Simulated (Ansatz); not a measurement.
**UPBE/STO-3G run of C2H2F (SMILES C=[C]F)**

What is the energy change on altering one bond length of C2H2F at UPBE/STO-3G? 

Program for the calculation: Ansatz 0.2.0.

54 further runs of the same task are left out: 3 that didn't finish, 51 set aside as unsound or not needed.

**1. The molecule**

The species is C2H2F (5 atoms), meant as a doublet with charge 0. SMILES: `C=[C]F`. The coordinates come from a PBE0-D4/def2-TZVP relaxation.

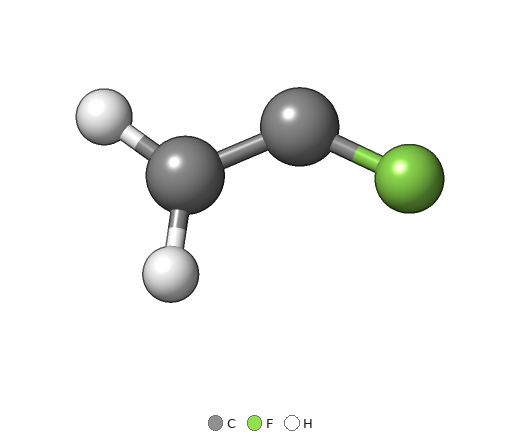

The structure, seen from a chosen angle (carbon grey, fluorine green, hydrogen white).

**2. A single-point energy at UPBE/STO-3G**

run.yaml reads:

```yaml
crystal:
  periodic: [false, false, false]
  atoms:
    - symbol: C
      position_ang: [0.488200, -0.200400, 0.008400]
    - symbol: C
      position_ang: [-0.592700, 0.393700, 0.447100]
    - symbol: F
      position_ang: [-1.725600, 0.629500, -0.148900]
    - symbol: H
      position_ang: [0.534700, -0.590400, -1.005400]
    - symbol: H
      position_ang: [1.345200, -0.306200, 0.657500]
basis:
  gaussian:
    orbitals: STO-3G
magnetization:
  spin_polarized: true
  initial_magnetization: 1
hamiltonian:
  xc: pbe
accuracy: high
```

Command:

```sh
$ ansatz run run.yaml --threads 1 --pin off --max-ram 2610MiB --events-out events.jsonl --progress --plain --runs-dir runs
```

Log:

```text
Warning: RAYON_NUM_THREADS=1 ignored (pool sized by the plan → 1); use --threads N
Functional definition: PBE
  name "PBE"
  parameter kappa = 0.804
  parameter beta = 0.06672455060314922
  exchange = pbe_x(kappa = kappa, mu = beta*pi^2/3)
  correlation = pbe_c(beta = beta)
294 factors; integrals over basis functions are off by at most 4.1e-8 eV
mean field evaluation 1: about -4747.3102 eV, gradient 1.9e1 eV
mean field evaluation 2: about -4742.5569 eV, gradient 3.1e1 eV
mean field evaluation 4: about -4749.5383 eV, gradient 2.2e0 eV
mean field evaluation 8: about -4749.4883 eV, gradient 5.8e-2 eV
mean field evaluation 16: about -4749.4884 eV, gradient 4.9e-6 eV
mean field -4749.48843570 eV, -174.5404806931 hartree, gradient 6.7e-8 eV, S^2 0.755303; 0 other end points of the search recorded, 0 dependent functions left out
reference -4749.48843718 eV, -174.5404807476 hartree; 12, 11 occupied and 5, 6 virtual orbitals, 294 factors
Total energy: -4749.48843718 eV, -174.5404807476 hartree
```

It took 0.83 s on 1 thread of Intel Xeon 6975P-C (Granite Rapids), shared host; peak memory 0.13 GiB.

**3. The distorted shape, same level**

input.yaml reads:

```yaml
crystal:
  periodic: [false, false, false]
  atoms:
    - {symbol: C, position_ang: [0.758440, -0.348933, -0.101281]}
    - {symbol: C, position_ang: [-0.592700, 0.393700, 0.447100]}
    - {symbol: F, position_ang: [-1.725600, 0.629500, -0.148900]}
    - {symbol: H, position_ang: [0.804940, -0.738933, -1.115081]}
    - {symbol: H, position_ang: [1.615440, -0.454733, 0.547819]}
basis:
  gaussian: {orbitals: STO-3G}
magnetization: {spin_polarized: true, initial_magnetization: 1}
hamiltonian: {xc: {name: PBE}}
accuracy: high
```

Command:

```sh
$ ansatz run input.yaml --threads 1 --pin off --max-ram 2610MiB --events-out events.jsonl --progress --plain --runs-dir runs
```

Log, shortened:

```text
Warning: RAYON_NUM_THREADS=1 ignored (pool sized by the plan → 1); use --threads N
[... 6 set-up lines as earlier in the session ...]
291 factors; integrals over basis functions are off by at most 4.1e-8 eV
mean field evaluation 1: about -4743.3151 eV, gradient 2.6e1 eV
mean field evaluation 2: about -4720.4486 eV, gradient 5.3e1 eV
mean field evaluation 4: about -4747.9569 eV, gradient 3.8e0 eV
mean field evaluation 8: about -4747.9639 eV, gradient 1.5e-1 eV
mean field evaluation 16: about -4747.9660 eV, gradient 2.0e-4 eV
mean field evaluation 32: about -4747.8449 eV, gradient 3.3e0 eV
mean field -4747.96596201 eV, -174.4845308169 hartree, gradient 7.1e-8 eV, S^2 0.797085; 3 other end points of the search recorded, 0 dependent functions left out
reference -4747.96596352 eV, -174.4845308726 hartree; 12, 11 occupied and 5, 6 virtual orbitals, 291 factors
Total energy: -4747.96596352 eV, -174.4845308726 hartree
```

Wall time 0.97 s (1 thread of Intel Xeon 6975P-C (Granite Rapids), shared host); peak memory 0.13 GiB.

**4. Outcome**

Level: UPBE/STO-3G.

| quantity | value |
| --- | --- |
| first shape: total energy | -174.54048 Eh |
| first shape: ⟨S²⟩ | 0.755 |
| distorted shape: total energy | -174.48453 Eh |
| distorted shape: ⟨S²⟩ | 0.797 |
| energy change with the C1–C2 bond stretched from 1.309 to 1.636 Å | 1.522 eV |

In words: With the C1–C2 bond stretched from 1.309 to 1.636 Å the energy rises by 1.52 eV (35 kcal/mol). The first shape isn't relaxed at this level, so the change isn't measured from a minimum. The minimal basis adds a large error of its own.
